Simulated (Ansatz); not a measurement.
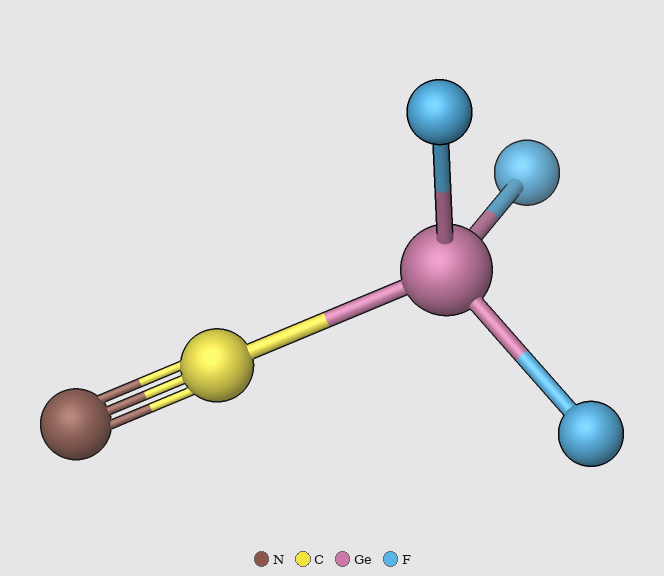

Computed geometry: PBE-D4/def2-SVP optimisation. No frequency run is at hand to confirm it as a minimum.

Give the structural formula.

SMILES: N#[C][Ge]([F])([F])[F]

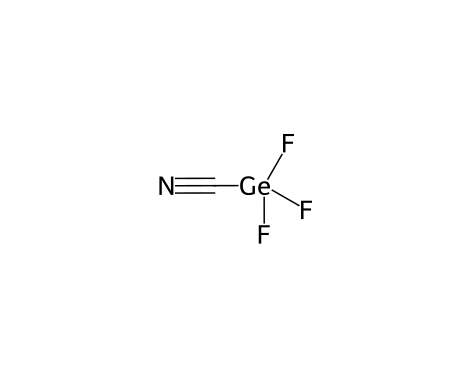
